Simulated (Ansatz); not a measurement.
# BrH₆NSi: search for a transition state, part 2 of 2

Ansatz 0.2.0, Gaussian basis; PBE0-D4. Earlier steps stand in the parts before.

**8. Relaxing after a step of 0.30 Å the other way along the mode**

Contents of downb/in.yaml:

```yaml
crystal:
  periodic: [false, false, false]
  atoms:
    - {symbol: Si, position_ang: [-0.284632, -0.190638, -0.503603]}
    - {symbol: Br, position_ang: [0.507779, 1.165209, -2.491598]}
    - {symbol: H, position_ang: [0.483749, -1.315010, -1.060084]}
    - {symbol: H, position_ang: [-1.556111, 0.541569, -0.608761]}
    - {symbol: N, position_ang: [-0.405308, -0.722706, 1.140598]}
    - {symbol: H, position_ang: [1.045136, 1.209776, -0.251375]}
    - {symbol: H, position_ang: [1.057703, 1.070720, 0.374087]}
    - {symbol: H, position_ang: [-1.030539, -0.327361, 1.834470]}
    - {symbol: H, position_ang: [0.182322, -1.431559, 1.566165]}
basis:
  gaussian: {orbitals: def2-TZVP}
hamiltonian: {xc: pbe0, dispersion: d4}
relax: {f_tol: 0.005, max_steps: 200}
```

The run is started by

```
> ansatz run in.yaml --threads 4 --pin off --events-out ev --progress --plain --max-ram 9574MiB
```

Output:

```text
Functional definition: PBE0
  name "PBE0"
  cite "Adamo & Barone, J. Chem. Phys. 110, 6158 (1999) doi:10.1063/1.478522"
  cite "Perdew, Burke & Ernzerhof, Phys. Rev. Lett. 77, 3865 (1996) doi:10.1103/PhysRevLett.77.3865"
  parent pbe
  parameter a = 0.25
  parameter kappa = 0.804
  parameter beta = 0.06672455060314922
  exchange = (1 - a)*pbe_x(kappa = kappa, mu = beta*pi^2/3) + a*exact_x
  correlation = pbe_c(beta = beta)
1100 factors; their error is unknown
mean field evaluation 1: about -79492.3169 eV, gradient 5.6e1 eV
mean field evaluation 2: about -79480.8705 eV, gradient 8.5e1 eV
mean field evaluation 4: about -79498.1400 eV, gradient 3.0e0 eV
mean field evaluation 8: about -79498.6287 eV, gradient 1.3e-1 eV
mean field evaluation 16: about -79498.6288 eV, gradient 2.5e-5 eV
mean field -79498.62878437 eV, -2921.5207217197 hartree, gradient 2.5e-5 eV, S^2 0.000000; 0 other end points of the search recorded, 0 dependent functions left out
the calculation of the forces begins
reference -79498.62881398 eV, -2921.5207228079 hartree; 31, 31 occupied and 121, 121 virtual orbitals, 1100 factors
relax step   1: F+E_penalty+E_count = -79498.76940092 eV  Δ(F+E_penalty+E_count) = +0.000e0 eV  max|allowed force component| = 6.224e0 eV/Å  Δτ_max = 0.0000 Å  (27 SCF iters, accepted)
these checks for a lower state are left out or cut short: starts, cluster_reference, orbital_swaps, neighbouring_geometries, increment
1100 factors; their error is unknown
mean field -79499.21680762 eV, -2921.5423311754 hartree, gradient 1.6e-5 eV, S^2 0.000000; 0 other end points of the search recorded, 0 dependent functions left out
the calculation of the forces begins
reference -79499.21683750 eV, -2921.5423322737 hartree; 31, 31 occupied and 121, 121 virtual orbitals, 1100 factors
relax step   2: F+E_penalty+E_count = -79499.35924066 eV  Δ(F+E_penalty+E_count) = -5.898e-1 eV  max|allowed force component| = 7.018e-1 eV/Å  Δτ_max = 0.1946 Å  (29 SCF iters, accepted)
these checks for a lower state are left out or cut short: starts, cluster_reference, orbital_swaps, neighbouring_geometries, increment
1100 factors; their error is unknown
mean field -79499.53125360 eV, -2921.5538868522 hartree, gradient 1.7e-5 eV, S^2 0.000000; 0 other end points of the search recorded, 0 dependent functions left out
the calculation of the forces begins
reference -79499.53128416 eV, -2921.5538879750 hartree; 31, 31 occupied and 121, 121 virtual orbitals, 1100 factors
relax step   3: F+E_penalty+E_count = -79499.67514205 eV  Δ(F+E_penalty+E_count) = -3.159e-1 eV  max|allowed force component| = 1.061e0 eV/Å  Δτ_max = 0.1962 Å  (30 SCF iters, accepted)
[... from here on, the SCF cycles and remarks between the steps are left out ...]
relax step   4: F+E_penalty+E_count = -79500.08137392 eV  Δ(F+E_penalty+E_count) = -4.062e-1 eV  max|allowed force component| = 1.128e0 eV/Å  Δτ_max = 0.1951 Å  (30 SCF iters, accepted)
relax step   5: F+E_penalty+E_count = -79500.43375678 eV  Δ(F+E_penalty+E_count) = -3.524e-1 eV  max|allowed force component| = 1.339e0 eV/Å  Δτ_max = 0.1929 Å  (29 SCF iters, accepted)
relax step   6: F+E_penalty+E_count = -79500.65552652 eV  Δ(F+E_penalty+E_count) = -2.218e-1 eV  max|allowed force component| = 5.709e-1 eV/Å  Δτ_max = 0.1947 Å  (29 SCF iters, accepted)
relax step   7: F+E_penalty+E_count = -79500.79206997 eV  Δ(F+E_penalty+E_count) = -1.365e-1 eV  max|allowed force component| = 5.184e-1 eV/Å  Δτ_max = 0.1901 Å  (29 SCF iters, accepted)
relax step   8: F+E_penalty+E_count = -79500.85102596 eV  Δ(F+E_penalty+E_count) = -5.896e-2 eV  max|allowed force component| = 8.761e-1 eV/Å  Δτ_max = 0.1951 Å  (29 SCF iters, accepted)
relax step   9: F+E_penalty+E_count = -79500.88151087 eV  Δ(F+E_penalty+E_count) = -3.048e-2 eV  max|allowed force component| = 4.079e-1 eV/Å  Δτ_max = 0.2000 Å  (30 SCF iters, accepted)
relax step  10: F+E_penalty+E_count = -79500.89658981 eV  Δ(F+E_penalty+E_count) = -1.508e-2 eV  max|allowed force component| = 1.941e-1 eV/Å  Δτ_max = 0.2000 Å  (29 SCF iters, accepted)
relax step  11: F+E_penalty+E_count = -79500.90378933 eV  Δ(F+E_penalty+E_count) = -7.200e-3 eV  max|allowed force component| = 8.588e-2 eV/Å  Δτ_max = 0.0735 Å  (29 SCF iters, accepted)
relax step  12: F+E_penalty+E_count = -79500.90377155 eV  Δ(F+E_penalty+E_count) = +1.778e-5 eV  max|allowed force component| = 3.582e-1 eV/Å  Δτ_max = 0.0265 Å  (32 SCF iters, rejected (line search))
relax step  13: F+E_penalty+E_count = -79500.90493124 eV  Δ(F+E_penalty+E_count) = -1.142e-3 eV  max|allowed force component| = 2.653e-2 eV/Å  Δτ_max = 0.0131 Å  (31 SCF iters, accepted)
relax step  14: F+E_penalty+E_count = -79500.90468443 eV  Δ(F+E_penalty+E_count) = +2.468e-4 eV  max|allowed force component| = 5.787e-1 eV/Å  Δτ_max = 0.0977 Å  (31 SCF iters, rejected (line search))
relax step  15: F+E_penalty+E_count = -79500.90746789 eV  Δ(F+E_penalty+E_count) = -2.537e-3 eV  max|allowed force component| = 1.258e-1 eV/Å  Δτ_max = 0.0475 Å  (31 SCF iters, accepted)
relax step  16: F+E_penalty+E_count = -79500.90947429 eV  Δ(F+E_penalty+E_count) = -2.006e-3 eV  max|allowed force component| = 8.132e-2 eV/Å  Δτ_max = 0.0500 Å  (32 SCF iters, accepted)
relax step  17: F+E_penalty+E_count = -79500.91239795 eV  Δ(F+E_penalty+E_count) = -2.924e-3 eV  max|allowed force component| = 4.651e-2 eV/Å  Δτ_max = 0.0750 Å  (30 SCF iters, accepted)
relax step  18: F+E_penalty+E_count = -79500.91404133 eV  Δ(F+E_penalty+E_count) = -1.643e-3 eV  max|allowed force component| = 6.066e-3 eV/Å  Δτ_max = 0.0645 Å  (30 SCF iters, accepted)
relax step  19: F+E_penalty+E_count = -79500.81493935 eV  Δ(F+E_penalty+E_count) = +9.910e-2 eV  max|allowed force component| = 1.516e0 eV/Å  Δτ_max = 0.1648 Å  (30 SCF iters, rejected (line search))
relax step  20: F+E_penalty+E_count = -79500.91448808 eV  Δ(F+E_penalty+E_count) = -4.467e-4 eV  max|allowed force component| = 5.932e-3 eV/Å  Δτ_max = 0.0357 Å  (31 SCF iters, accepted)
relax step  21: F+E_penalty+E_count = -79500.91430499 eV  Δ(F+E_penalty+E_count) = +1.831e-4 eV  max|allowed force component| = 3.926e-2 eV/Å  Δτ_max = 0.0131 Å  (31 SCF iters, rejected (line search))
relax step  22: F+E_penalty+E_count = -79500.91453533 eV  Δ(F+E_penalty+E_count) = -4.725e-5 eV  max|allowed force component| = 5.236e-3 eV/Å  Δτ_max = 0.0064 Å  (33 SCF iters, accepted)
relax step  23: F+E_penalty+E_count = -79500.91443946 eV  Δ(F+E_penalty+E_count) = +9.587e-5 eV  max|allowed force component| = 8.400e-2 eV/Å  Δτ_max = 0.0282 Å  (32 SCF iters, rejected (line search))
relax step  24: F+E_penalty+E_count = -79500.91458331 eV  Δ(F+E_penalty+E_count) = -4.798e-5 eV  max|allowed force component| = 3.655e-3 eV/Å  Δτ_max = 0.0116 Å  (31 SCF iters, accepted)
relax step  25: F+E_penalty+E_count = -79500.91460237 eV  Δ(F+E_penalty+E_count) = -1.906e-5 eV  max|allowed force component| = 1.745e-2 eV/Å  Δτ_max = 0.0174 Å  (31 SCF iters, accepted)
these checks for a lower state are left out or cut short: starts, cluster_reference, orbital_swaps, neighbouring_geometries, increment
1100 factors; their error is unknown
mean field -79500.77916986 eV, -2921.5997469289 hartree, gradient 1.8e-5 eV, S^2 0.000000; 0 other end points of the search recorded, 0 dependent functions left out
the calculation of the forces begins
reference -79500.77920216 eV, -2921.5997481156 hartree; 31, 31 occupied and 121, 121 virtual orbitals, 1100 factors
relax step  26: F+E_penalty+E_count = -79500.91460940 eV  Δ(F+E_penalty+E_count) = -7.030e-6 eV  max|allowed force component| = 3.274e-3 eV/Å  Δτ_max = 0.0019 Å  (33 SCF iters, accepted)
1100 factors; their error is unknown
mean field evaluation 192: about -79500.3127 eV, gradient 4.3e-1 eV
mean field -79500.77916986 eV, -2921.5997469289 hartree, gradient 1.8e-5 eV, S^2 0.000000; 1 other end points of the search recorded, 0 dependent functions left out
the calculation of the forces begins
reference -79500.77920216 eV, -2921.5997481156 hartree; 31, 31 occupied and 121, 121 virtual orbitals, 1100 factors
Total energy: -79500.91464169 eV, -2921.6047254268 hartree
Atom 0 at    -0.803028    -0.672535    -0.862487 Å, force     0.001851     0.001083     0.002806 eV/Å
Atom 1 at     0.294372     0.837992    -2.107853 Å, force    -0.000718    -0.000532    -0.000590 eV/Å
Atom 2 at    -0.432150    -1.989540    -1.420798 Å, force    -0.000138    -0.000296    -0.000596 eV/Å
Atom 3 at    -2.236330    -0.350064    -1.021929 Å, force    -0.000374     0.000068    -0.000561 eV/Å
Atom 4 at    -0.422192    -0.656818     0.795482 Å, force    -0.000217     0.000351    -0.001842 eV/Å
Atom 5 at     1.764393     1.755136     0.750623 Å, force     0.001810     0.001188     0.003274 eV/Å
Atom 6 at     2.104833     1.975558     1.378241 Å, force    -0.001695    -0.001071    -0.003238 eV/Å
Atom 7 at    -0.741136     0.101049     1.378333 Å, force     0.000060    -0.000697     0.000323 eV/Å
Atom 8 at     0.471336    -1.000777     1.110287 Å, force    -0.000580    -0.000093     0.000423 eV/Å
Dipole moment:    -0.020010    -0.123055     0.415546 e Å
```

Wall time 43 s (4 threads of Arm Neoverse V2, shared host).

Step by step: (the energy doesn't fall at every step)

| step | energy from step 1 (eV) | largest force component (eV/Å) |
| --- | --- | --- |
| 1 | 0.0000 | 6.2243 |
| 2 | -0.5898 | 0.7018 |
| 3 | -0.9057 | 1.0612 |
| 4 | -1.3120 | 1.1279 |
| 5 | -1.6644 | 1.3391 |
| 6 | -1.8861 | 0.5709 |
| 7 | -2.0227 | 0.5184 |
| 8 | -2.0816 | 0.8761 |
| 9 | -2.1121 | 0.4079 |
| 10 | -2.1272 | 0.1941 |
| 11 | -2.1344 | 0.0859 |
| 12 | -2.1344 | 0.3582 |
| 13 | -2.1355 | 0.0265 |
| 14 | -2.1353 | 0.5787 |
| 15 | -2.1381 | 0.1258 |
| 16 | -2.1401 | 0.0813 |
| 17 | -2.1430 | 0.0465 |
| 18 | -2.1446 | 0.0061 |
| 19 | -2.0455 | 1.5163 |
| 20 | -2.1451 | 0.0059 |
| 21 | -2.1449 | 0.0393 |
| 22 | -2.1451 | 0.0052 |
| 23 | -2.1450 | 0.0840 |
| 24 | -2.1452 | 0.0037 |
| 25 | -2.1452 | 0.0174 |
| 26 | -2.1452 | 0.0033 |

Close pairs (by a distance rule), those that changed most:

| bond | before (Å) | after (Å) | change (Å) |
| --- | --- | --- | --- |
| Si1–Br2 | 2.533 | 2.244 | -0.289 |
| H6–H7 | 0.641 | 0.747 | +0.106 |
| Si1–N5 | 1.732 | 1.701 | -0.031 |
| Si1–H4 | 1.471 | 1.478 | +0.007 |
| Si1–H3 | 1.471 | 1.478 | +0.007 |
| N5–H9 | 1.014 | 1.008 | -0.006 |
| N5–H8 | 1.014 | 1.008 | -0.006 |

**9. The three structures**

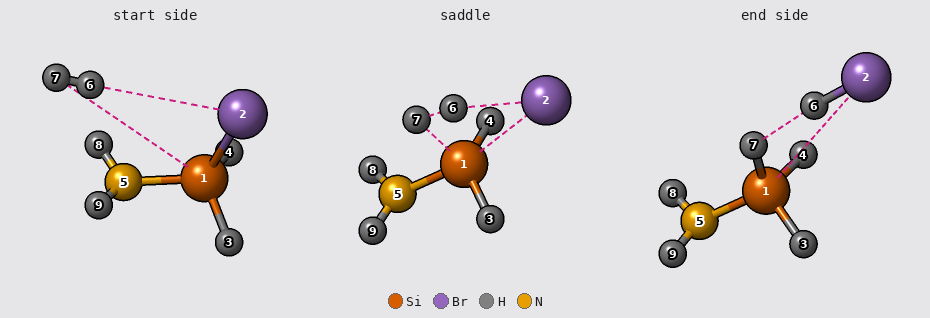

The minimum on the start side, the saddle and the minimum on the end side; broken lines mark the pairs that change.

| pair | start side (Å) | saddle (Å) | end side (Å) |
| --- | --- | --- | --- |
| Si1–H7 | 4.526 | 1.760 | 1.504 |
| Br2–H6 | 3.343 | 1.968 | 1.431 |
| Si1–Br2 | 2.244 | 2.706 | 4.262 |
| H6–H7 | 0.747 | 0.862 | 1.823 |

**10. What came out**

The summary covers parts 1 to 2.

| quantity | value |
| --- | --- |
| imaginary mode | 517i cm⁻¹ |
| barrier from the start side | 189.3 kJ/mol |
| barrier from the end side | 100.5 kJ/mol |
| energy of the step | +88.8 kJ/mol |
| pairs that change | Si1–H7 formed, Br2–H6 formed, Si1–Br2 broken, H6–H7 broken |
| zero-point energy at the saddle | 1.605 eV |

What this shows: One imaginary mode, 517i cm⁻¹, makes this a first-order saddle. It joins the planned start and end. At PBE0-D4/def2-TZVP the electronic barrier is 189.3 kJ/mol, about 76 kT at 298 K, and the step runs 88.8 kJ/mol uphill. A step off the saddle overshot and began above it in energy, so the link to its end is likely but not proven. The ends are the nearest minima, not always the lowest complexes.
